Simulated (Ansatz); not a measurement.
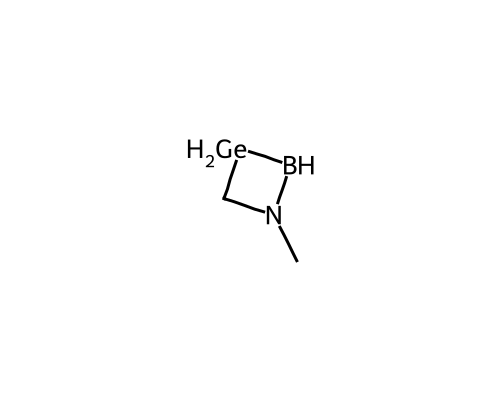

The picture comes from a calculation with Ansatz.

2D structure.

Q: Write the SMILES.

A: CN1[BH][GeH2][CH2]1

Q: What is the molecular formula?

A: C2H8BGeN.

Q: An optimisation with PBE0-D4/def2-TZVP gave a structure of which point group?

A: Cs.
